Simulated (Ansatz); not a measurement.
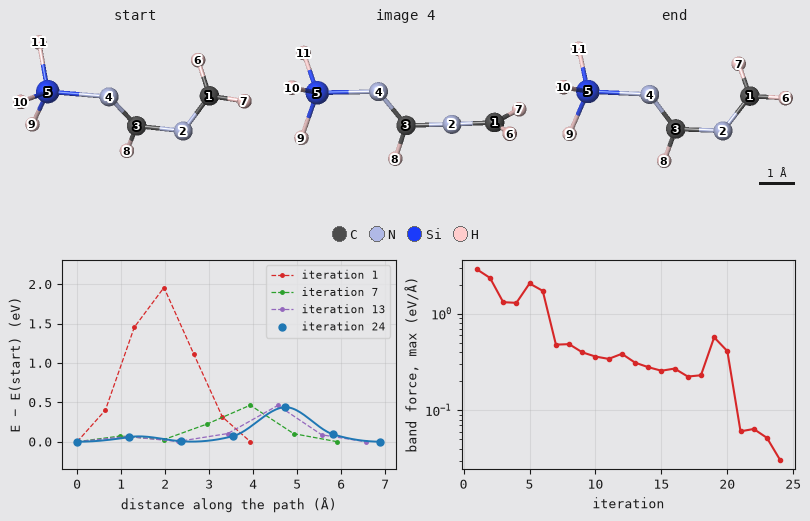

NEB run on C2H6N2Si. Images are numbered from 0 (start) to 6 (end). The plot follows the band through its iterations. Style: ball-and-stick. Shown at a tilt.

Level of theory: RKS PBE0-D4/6-31G (Ansatz 0.2.0). Run with 5 movable images; climbing image; force threshold 0.05 eV/Å; iteration limit 60; starting path by image-dependent pair potential.

> How did the profile develop, and is the result final?

The run is converged, with reservations. The band converged in 24 iterations. The largest component of the band force went from 2.9 to 0.031 eV/Å. The climbing image converged on the top of the path. Its vibrational analysis gives one imaginary mode (303i cm⁻¹), as a transition state must have. The first iteration put the highest image at 1.96 eV. The two ends have the same energy, and the highest point, image 4, lies 0.44 eV above the start. The profile has 2 maxima (images 1, 4) with a dip at image 2 (+0.01 eV), so the process runs in steps.
